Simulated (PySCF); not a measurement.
C3H3S2, charge +1, SMILES `c1cs[cH+]s1`.

Method: PBE0/def2-TZVP; geometry: GFN2-xTB; program: PySCF. No frequency check shows the geometry to be a minimum. GFN2-xTB bond lengths at metals and heavier atoms can be off by up to 0.1 Å and shapes distorted, which carries into these values.

Input

```python
import numpy as np
from pyscf import gto, scf, dft
from pyscf.scf import atom_ks, atom_hf
from scipy.linalg import block_diag

def solve(mol, dm0=None, hcore=None):
    mf = (dft.UKS if mol.spin else dft.RKS)(mol, xc='pbe0')
    mf.grids.level = 3
    mf = mf.density_fit(auxbasis='def2-universal-jkfit')
    mf.conv_tol, mf.max_cycle = 1e-8, 80
    if hcore is not None:
        mf.get_hcore = lambda *args: hcore
    mf.kernel(dm0)
    if not mf.converged:
        mf = mf.newton().run(mf.mo_coeff, mf.mo_occ, max_cycle=30)
    assert mf.converged, 'SCF not converged'
    return mf

mol = gto.M(atom='''
C     -0.67385     1.23166     0.00000
C      0.67380     1.23167     0.00000
S      1.44024    -0.30533     0.00000
C      0.00008    -1.16607     0.00000
S     -1.44025    -0.30536     0.00000
H     -1.28892     2.11531     0.00000
H      1.28886     2.11534     0.00000
H     -0.00003    -2.24316     0.00000
''', basis='def2-tzvp', charge=1, spin=0, verbose=4)
mf = solve(mol)
mf.analyze()
# spherically averaged free atoms, for the promolecule
atm = atom_ks.get_atm_nrks(mol, xc='pbe0')
pro = block_diag(*[(atm[a[0]][2] * atm[a[0]][3]) @ atm[a[0]][2].T for a in mol._atom])
np.savez('result.npz', e=mf.e_tot, c=mf.mo_coeff, occ=mf.mo_occ, eps=mf.mo_energy, pro=pro, dip=mf.dip_moment(verbose=0), s2=mf.spin_square()[0])
```

Run with:

```sh
OMP_NUM_THREADS=1 python input.py
```

The run took 38 s on 1 thread of Intel(R) Xeon(R) Processor @ 2.50GHz (Skylake/Cascade Lake), on a shared host, peak memory 0.68 GiB.

Partitions, critical points and surface values were worked out afterwards from this run's density.

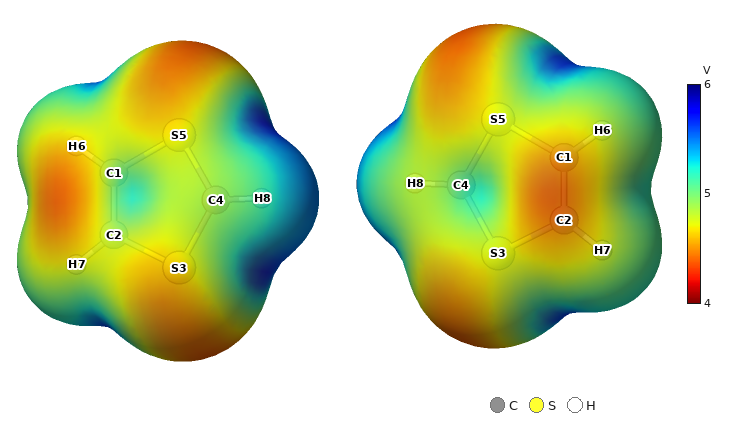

Electrostatic potential on the surface of electron density 0.001 a.u. (back view left, front view right).

Q: Where are the extremes of the potential on the surface?

A: Highest: 5.72 V, 1.8 Å from H8. Lowest: 4.38 V, off the C1–C2 bond (2.0 to 2.1 Å from its atoms), and at like points elsewhere. The surface is sampled at points, so like sites can differ by a few per cent and only the strongest of them is named.
